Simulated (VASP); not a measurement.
**Sound and unsound inputs on AlNi3**

Which changes to a sound input spoil a run on AlNi3, which are harmless, and which give a warning? All runs use PBEsol. The start is a computed cell from the Materials Project.

Main program and level: VASP 6.6.1; PBEsol, spin-polarised from a ferromagnetic start; plane waves and PAW (Al, Ni).

**1. Set-up**

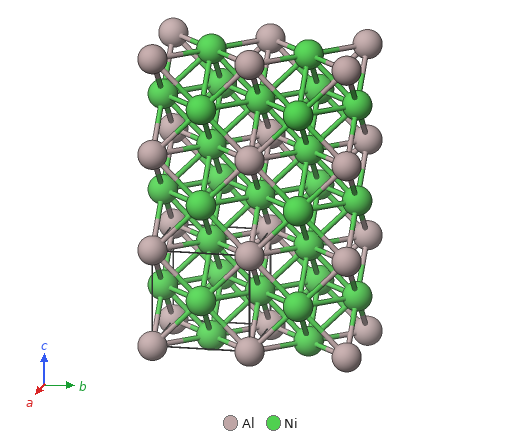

The starting structure, seen slightly off an axis (aluminium light grey, nickel green). 1×2×3 cells are drawn. Some periodic images of atoms are drawn too.

**2. Reference run**

A single point gives energy, forces and stress at these settings. PBEsol restores the gradient expansion of exchange and is tuned for the cells of solids.

Input file INCAR:

```
SYSTEM = AlNi3
PREC = Accurate
ENCUT = 400
EDIFF = 1E-06
NELM = 100
ISMEAR = -1
SIGMA = 0.05
LREAL = .FALSE.
ALGO = Normal
GGA = PS
NBANDS = 26
ISPIN = 2
MAGMOM = 0 1 1 1
LASPH = .TRUE.
LMAXMIX = 4
LORBIT = 11
LWAVE = .FALSE.
LCHARG = .FALSE.
KPAR = 4
ISIF = 2
```

Input file POSCAR:

```
AlNi3
1.0
    3.5230547267      0.0000000000      0.0000000000
    0.0000000000      3.5230547267      0.0000000000
    0.0000000000      0.0000000000      3.5230547267
Al Ni
1 3
Direct
    0.0000000000      0.0000000000      0.0000000000
    0.0000000000      0.5000000000      0.5000000000
    0.5000000000      0.0000000000      0.5000000000
    0.5000000000      0.5000000000      0.0000000000
```

Input file KPOINTS:

```
Automatic mesh
0
Gamma
6 6 6
0 0 0
```

Potentials, in the order of the species: Al and Ni (PBE family, release 64).

The run is started by

```bash
mpirun -np 4 vasp_std
```

What it wrote:

```text
[banner, memory and clock lines left out]
running    4 mpi-ranks, on    1 nodes
 distrk:  each k-point on    1 cores,    4 groups
 distr:  one band on    1 cores,    1 groups

 POSCAR found type information on POSCAR AlNi
 POSCAR found :  2 types and       4 ions
|                                                                             |
|               ----> ADVICE to this user running VASP <----                  |
|                                                                             |
|     You enforced a specific xc type in the INCAR file but a different       |
|     [... a line on the potential file left out ...]
|     I HOPE YOU KNOW WHAT YOU ARE DOING!                                     |
|                                                                             |

 LDA part: xc-table for (Slater+PW92), standard interpolation
 POSCAR, INCAR and KPOINTS ok, starting setup
 FFT: planning ... GRIDC
 FFT: planning ... GRID_SOFT
 FFT: planning ... GRID
 WAVECAR not read
 entering main loop
       N       E                     dE             d eps       ncg     rms          rms(c)
DAV:   1     0.170369347835E+03    0.17037E+03   -0.11905E+04  2128   0.137E+03
DAV:   2    -0.197042148201E+02   -0.19007E+03   -0.17725E+03  2088   0.280E+02
DAV:   3    -0.288007134640E+02   -0.90965E+01   -0.87238E+01  2368   0.810E+01
DAV:   4    -0.289484317788E+02   -0.14772E+00   -0.14756E+00  2522   0.958E+00
DAV:   5    -0.289537738001E+02   -0.53420E-02   -0.53417E-02  2502   0.165E+00    0.217E+01
DAV:   6    -0.297306517310E+02   -0.77688E+00   -0.42417E+01  2404   0.115E+02    0.217E+01
DAV:   7    -0.243871375599E+02    0.53435E+01   -0.14924E+01  2428   0.624E+01    0.268E+00
DAV:   8    -0.243392431922E+02    0.47894E-01   -0.26622E-01  2352   0.356E+00    0.143E+00
DAV:   9    -0.243121376320E+02    0.27106E-01   -0.21110E-02  2852   0.191E+00    0.672E-01
DAV:  10    -0.243108237698E+02    0.13139E-02   -0.18630E-03  2476   0.433E-01    0.195E-01
DAV:  11    -0.243109470116E+02   -0.12324E-03   -0.41916E-04  2600   0.293E-01    0.102E-01
DAV:  12    -0.243109734770E+02   -0.26465E-04   -0.87522E-05  2804   0.126E-01    0.320E-02
DAV:  13    -0.243109790244E+02   -0.55475E-05   -0.14368E-05  2214   0.394E-02    0.167E-02
DAV:  14    -0.243109789212E+02    0.10319E-06   -0.82752E-07  1274   0.135E-02
   1 F= -.24310979E+02 E0= -.24295419E+02  d E =-.311208E-01  mag=     0.6561
```

Wall time 4.6 s (4 MPI ranks of Intel Xeon 6975P-C (Granite Rapids), shared host); peak memory 0.6 GiB; 16 s of CPU time.

Lines that name or quote the potential files are left out of all logs, and their timing lines are given in words.

Parts of OUTCAR (step 2):

```text
ion  position               nearest neighbor table
   1  0.000  0.000  0.000-   2 2.49   3 2.49   4 2.49   2 2.49   3 2.49   2 2.49   4 2.49   2 2.49
                             3 2.49   4 2.49   3 2.49   4 2.49
   2  0.000  0.500  0.500-   1 2.49   3 2.49   4 2.49   1 2.49   4 2.49   1 2.49   3 2.49   1 2.49
                             3 2.49   4 2.49   4 2.49   3 2.49
   3  0.500  0.000  0.500-   1 2.49   2 2.49   4 2.49   1 2.49   4 2.49   2 2.49   4 2.49   4 2.49
                             1 2.49   2 2.49   1 2.49   2 2.49
   4  0.500  0.500  0.000-   1 2.49   2 2.49   3 2.49   2 2.49   3 2.49   1 2.49   3 2.49   3 2.49
                             1 2.49   2 2.49   2 2.49   1 2.49

  LATTYP: Found a simple cubic cell.
 ALAT       =     3.5230547267

 Subroutine GETGRP returns: Found 48 space group operations
 (whereof 48 operations were pure point group operations)

The static configuration has the point symmetry O_h .

 Found     20 irreducible k-points:

   k-points           NKPTS =     20   k-points in BZ     NKDIM =     20   number of bands    NBANDS=     26

   dimension x,y,z NGX =    24 NGY =   24 NGZ =   24
   dimension x,y,z NGXF=    48 NGYF=   48 NGZF=   48

   ENCUT  =  400.0 eV  29.40 Ry    5.42 a.u.   5.75  5.75  5.75*2*pi/ulx,y,z

   NELECT =      33.0000    total number of electrons

 k-points in reciprocal lattice and weights: Automatic mesh
   0.00000000  0.00000000  0.00000000       0.005
   0.16666667  0.00000000  0.00000000       0.028
   0.33333333  0.00000000  0.00000000       0.028
   0.50000000  0.00000000  0.00000000       0.014
   0.16666667  0.16666667  0.00000000       0.056
   0.33333333  0.16666667  0.00000000       0.111
   0.50000000  0.16666667  0.00000000       0.056
   0.33333333  0.33333333  0.00000000       0.056
   0.50000000  0.33333333  0.00000000       0.056
[...]
0.50000000  0.50000000  0.33333333       0.028
   0.50000000  0.50000000  0.50000000       0.005

 average (electrostatic) potential at core
       1 -69.3758       2 -81.1049       3 -81.1049       4 -81.1049

 E-fermi :   9.7566

 spin component 1
 k-point     1 :       0.0000    0.0000    0.0000
  band No.  band energies     occupation
    ...
     12       9.2105      0.99998
     13       9.5287      0.98964
     14       9.7215      0.66865
     15       9.7215      0.66865
     16       9.7215      0.66864
     17      10.6367      0.00000
     18      10.6367      0.00000
     19      10.6367      0.00000
     20      16.4941      0.00000
     21      16.4941      0.00000
    ...

 k-point     2 :       0.1667    0.0000    0.0000
  band No.  band energies     occupation
    ...
     13       9.1702      0.99999
     14       9.2112      0.99998
     15       9.4028      0.99916
     16       9.5817      0.97067
     17       9.7219      0.66682
     18      11.6272      0.00000
     19      11.6272      0.00000
     20      16.4597      0.00000
     21      17.0420      0.00000
     22      18.7774      0.00000
    ...

 k-point     3 :       0.3333    0.0000    0.0000
  band No.  band energies     occupation
    ...
     13       8.6943      1.00000
     14       8.8392      1.00000
     15       8.9954      1.00000
     16       9.2674      0.99994
     17       9.7224      0.66487
     18      13.3363      0.00000
     19      13.3363      0.00000
     20      16.3719      0.00000
     21      17.4120      0.00000
     22      17.8827      0.00000
    ...

 k-point     4 :       0.5000    0.0000    0.0000
  band No.  band energies     occupation
    ...
     13       8.5237      1.00000
     14       8.5739      1.00000
     15       8.7077      1.00000
     16       9.2702      0.99994
     17       9.7227      0.66338
     18      15.4275      0.00000
     19      15.4275      0.00000
     20      15.4393      0.00000
     21      15.4393      0.00000
     22      16.3152      0.00000
    ...

 k-point     5 :       0.1667    0.1667    0.0000
  band No.  band energies     occupation
    ...
     12       8.9688      1.00000
     13       8.9949      1.00000
     14       9.1230      1.00000
     15       9.2912      0.99991
     16       9.5676      0.97770
     17      10.1015      0.00101
     18      10.8247      0.00000
     19      12.3124      0.00000
     20      16.6439      0.00000
     21      18.2544      0.00000
    ...

 k-point     6 :       0.3333    0.1667    0.0000
  band No.  band energies     occupation
    ...
     13       8.6527      1.00000
     14       8.9196      1.00000
     15       9.1456      1.00000
     16       9.2987      0.99989
     17       9.4917      0.99503
     18      11.8214      0.00000
     19      13.8346      0.00000
     20      15.2677      0.00000
     21      17.2507      0.00000
     22      18.2412      0.00000
    ...

  Total       -0.2257681     -0.2257681     -0.2257681      0.0000000     -0.0000000      0.0000000
  in kB       -8.2720834     -8.2720834     -8.2720834      0.0000000     -0.0000000      0.0000000
  external PRESSURE =      -8.2720834 kB  Pullay stress =       0.0000000 kB

  energy-cutoff  :      400.00
  volume of cell :       43.73
      direct lattice vectors                 reciprocal lattice vectors
     3.523054727  0.000000000  0.000000000     0.283844583  0.000000000  0.000000000
     0.000000000  3.523054727  0.000000000     0.000000000  0.283844583  0.000000000
     0.000000000  0.000000000  3.523054727     0.000000000  0.000000000  0.283844583

 POSITION                                       TOTAL-FORCE (eV/Angst)
 -----------------------------------------------------------------------------------
      0.00000      0.00000      0.00000         0.000000      0.000000      0.000000
      0.00000      1.76153      1.76153         0.000000      0.000000      0.000000
      1.76153      0.00000      1.76153         0.000000      0.000000      0.000000
      1.76153      1.76153      0.00000         0.000000      0.000000      0.000000
 -----------------------------------------------------------------------------------
    total drift:                                0.000000     -0.000000     -0.000000

  FREE ENERGIE OF THE ION-ELECTRON SYSTEM (eV)
  ---------------------------------------------------
  free  energy   TOTEN  =       -24.3109789212 eV

  energy  without entropy=      -24.2798581518  energy(sigma->0) =      -24.29541854

 total charge
# of ion       s       p       d       tot
------------------------------------------
    1        0.410   0.405   0.000   0.815
    2        0.511   0.550   8.391   9.453
    3        0.511   0.550   8.391   9.453
    4        0.511   0.550   8.391   9.453
--------------------------------------------------
tot          1.944   2.055  25.174  29.173

 magnetization (x)
# of ion       s       p       d       tot
------------------------------------------
    1       -0.000  -0.008   0.000  -0.008
    2       -0.002  -0.007   0.240   0.231
    3       -0.002  -0.007   0.240   0.231
    4       -0.002  -0.007   0.240   0.231
--------------------------------------------------
tot         -0.007  -0.029   0.721   0.684

[... 6 further parts left out ...]
```

The magnetic state follows from one typed start and may not be the lowest. The k-mesh is coarse for a metal. The PAW data sets were made with PBE, which is usual practice but a small mismatch for other functionals.

This step gave:

```
electronic steps                                  : 14
electrons                                         : 33
bands                                             : 26
irreducible k points                              : 20
symmetry operations                               : 48
free energy (TOTEN)                               : -24.31 eV
energy at zero smearing                           : -24.30 eV
Fermi energy                                      : 9.757 eV
pressure                                          : -0.8272 GPa
moment of the cell, from the last line of the log : 0.6561 μB
metallic                                          : yes
```

Spin moment in the PAW sphere by atom:

```
atom  spin moment in the PAW sphere (μB)
 Al1                              -0.008
 Ni2                               0.231
 Ni3                               0.231
 Ni4                               0.231
```

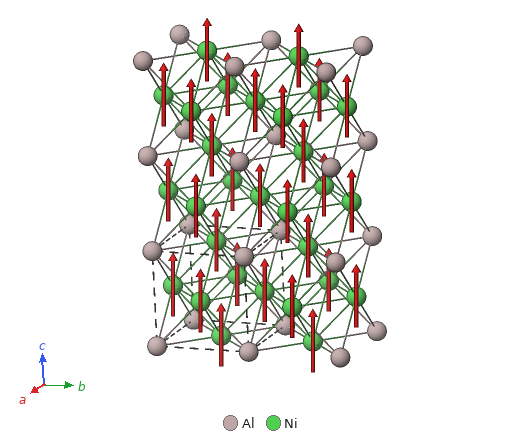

Spin moment in the PAW sphere as arrows, the longest 0.231 μB. Up and down stand for the sign. Arrows give size and sign along the axis of quantisation, drawn up and down the page. 1×2×3 cells are drawn. Some periodic images of atoms are drawn too.

The pressure is -0.83 GPa and the largest force 0.000 eV/Å, so the cell is not at a minimum at these settings.

**3. A single point (PBEsol), changed input**

A single point gives energy, forces and stress at these settings. Some settings are moved from the usual, to see what they do.

INCAR: that of step 2 with these lines changed.

```diff
@@ -1,3 +1,3 @@
 SYSTEM = AlNi3
-PREC = Accurate
+PREC = Normal
 ENCUT = 400
@@ -13,3 +13,3 @@
 MAGMOM = 0 1 1 1
-LASPH = .TRUE.
+LASPH = .FALSE.
 LMAXMIX = 4
```

POSCAR is that of step 2.

KPOINTS is that of step 2.

The run is started by

```bash
mpirun -np 4 vasp_std
```

What it wrote:

```text
[banner, memory and clock lines left out]
running    4 mpi-ranks, on    1 nodes
 distrk:  each k-point on    1 cores,    4 groups
 distr:  one band on    1 cores,    1 groups

 POSCAR found type information on POSCAR AlNi
 POSCAR found :  2 types and       4 ions
 [... a notice as in an earlier step ...]

 LDA part: xc-table for (Slater+PW92), standard interpolation
 POSCAR, INCAR and KPOINTS ok, starting setup
 FFT: planning ... GRIDC
 FFT: planning ... GRID_SOFT
 FFT: planning ... GRID
 WAVECAR not read
 entering main loop
       N       E                     dE             d eps       ncg     rms          rms(c)
DAV:   1     0.170369814427E+03    0.17037E+03   -0.11905E+04  2128   0.137E+03
DAV:   2    -0.197043521388E+02   -0.19007E+03   -0.17725E+03  2088   0.280E+02
DAV:   3    -0.288008744717E+02   -0.90965E+01   -0.87238E+01  2368   0.810E+01
DAV:   4    -0.289485951044E+02   -0.14772E+00   -0.14756E+00  2522   0.958E+00
DAV:   5    -0.289539371578E+02   -0.53421E-02   -0.53418E-02  2502   0.165E+00    0.217E+01
DAV:   6    -0.297379933241E+02   -0.78406E+00   -0.42398E+01  2404   0.115E+02    0.217E+01
DAV:   7    -0.243836618815E+02    0.53543E+01   -0.14926E+01  2436   0.624E+01    0.266E+00
DAV:   8    -0.243348925519E+02    0.48769E-01   -0.26449E-01  2360   0.351E+00    0.141E+00
DAV:   9    -0.243074931759E+02    0.27399E-01   -0.20375E-02  2828   0.186E+00    0.649E-01
DAV:  10    -0.243061463554E+02    0.13468E-02   -0.17893E-03  2458   0.410E-01    0.190E-01
DAV:  11    -0.243062426160E+02   -0.96261E-04   -0.38117E-04  2614   0.270E-01    0.110E-01
DAV:  12    -0.243062829635E+02   -0.40347E-04   -0.92168E-05  2902   0.130E-01    0.308E-02
DAV:  13    -0.243062901923E+02   -0.72289E-05   -0.14465E-05  2226   0.369E-02    0.174E-02
DAV:  14    -0.243062902155E+02   -0.23195E-07   -0.15256E-06  1450   0.205E-02
   1 F= -.24306290E+02 E0= -.24289824E+02  d E =-.329331E-01  mag=     0.6315
```

Elapsed: 2.8 s, on 4 MPI ranks; peak memory 0.51 GiB.

From OUTCAR (step 3):

```text
The static configuration has the point symmetry O_h .

 Found     20 irreducible k-points:

   dimension x,y,z NGX =    18 NGY =   18 NGZ =   18
   dimension x,y,z NGXF=    36 NGYF=   36 NGZF=   36

   NELECT =      33.0000    total number of electrons

 E-fermi :   9.7525

 spin component 1
 k-point     1 :       0.0000    0.0000    0.0000
  band No.  band energies     occupation
    ...
     12       9.2147      0.99998
     13       9.5368      0.98679
     14       9.7362      0.58072
     15       9.7362      0.58072
     16       9.7362      0.58072
     17      10.6348      0.00000
     18      10.6348      0.00000
     19      10.6348      0.00000
     20      16.4955      0.00000
     21      16.4955      0.00000
    ...

 k-point     2 :       0.1667    0.0000    0.0000
  band No.  band energies     occupation
    ...
     13       9.1816      0.99999
     14       9.2153      0.99998
     15       9.4108      0.99892
     16       9.5820      0.96799
     17       9.7366      0.57871
     18      11.6287      0.00000
     19      11.6287      0.00000
     20      16.4610      0.00000
     21      17.0431      0.00000
     22      18.7780      0.00000
    ...

 k-point     3 :       0.3333    0.0000    0.0000
  band No.  band energies     occupation
    ...
     13       8.7044      1.00000
     14       8.8419      1.00000
     15       9.0023      1.00000
     16       9.2723      0.99993
     17       9.7370      0.57657
     18      13.3377      0.00000
     19      13.3377      0.00000
     20      16.3730      0.00000
     21      17.4124      0.00000
     22      17.8830      0.00000
    ...

 k-point     4 :       0.5000    0.0000    0.0000
  band No.  band energies     occupation
    ...
     13       8.5327      1.00000
     14       8.5766      1.00000
     15       8.7145      1.00000
     16       9.2747      0.99993
     17       9.7374      0.57493
     18      15.4288      0.00000
     19      15.4288      0.00000
     20      15.4399      0.00000
     21      15.4399      0.00000
     22      16.3161      0.00000
    ...

  Total       -0.2402942     -0.2402942     -0.2402942      0.0000000      0.0000000      0.0000000
  in kB       -8.8043189     -8.8043189     -8.8043189      0.0000000      0.0000000      0.0000000
  external PRESSURE =      -8.8043189 kB  Pullay stress =       0.0000000 kB

 POSITION                                       TOTAL-FORCE (eV/Angst)
 -----------------------------------------------------------------------------------
      0.00000      0.00000      0.00000         0.000000      0.000000      0.000000
      0.00000      1.76153      1.76153         0.000000      0.000000      0.000000
      1.76153      0.00000      1.76153         0.000000      0.000000      0.000000
      1.76153      1.76153      0.00000         0.000000      0.000000      0.000000
 -----------------------------------------------------------------------------------
    total drift:                                0.000000      0.000000      0.000000

  FREE ENERGIE OF THE ION-ELECTRON SYSTEM (eV)
  ---------------------------------------------------
  free  energy   TOTEN  =       -24.3062902155 eV

  energy  without entropy=      -24.2733570683  energy(sigma->0) =      -24.28982364

 total charge
# of ion       s       p       d       tot
------------------------------------------
    1        0.410   0.405   0.000   0.815
    2        0.511   0.550   8.392   9.453
    3        0.511   0.550   8.392   9.453
    4        0.511   0.550   8.392   9.453
--------------------------------------------------
tot          1.943   2.054  25.177  29.174

 magnetization (x)
# of ion       s       p       d       tot
------------------------------------------
    1        0.000  -0.007   0.000  -0.007
    2       -0.002  -0.006   0.229   0.221
    3       -0.002  -0.006   0.229   0.221
    4       -0.002  -0.006   0.229   0.221
--------------------------------------------------
tot         -0.006  -0.026   0.688   0.657

[... 7 parts as in an earlier step ...]

[... 9 further parts left out ...]
```

PREC = Normal changes the FFT grids. LASPH is off, so gradient terms of the non-spherical density inside the spheres are left out; for open d or f shells this can shift gaps and moments.

This step gave:

- energy at zero smearing: -24.29 eV
- Fermi energy: 9.752 eV
- pressure: -0.8804 GPa
- moment of the cell, from the last line of the log: 0.6315 μB

Against the reference run the energy at zero smearing moves by +1.40 meV an atom and the pressure by -0.05 GPa.

[end of part 1 of 4]

[Lines on the potential files, build, host, timing and source positions are cut from VASP's logs without a mark.]

[Logs are printed without paths, hosts, clocks, repeated set-up lines and the standing remarks that a program may print on its own settings, such as how far it seeks lower states.]

[Hosts, paths, dates, database ids (printed as entryN), source tags and the programs' standing remarks are cut or masked in the printed files.]

[A measured line is paired with the nearest computed mode of its activity, which favours agreement.]
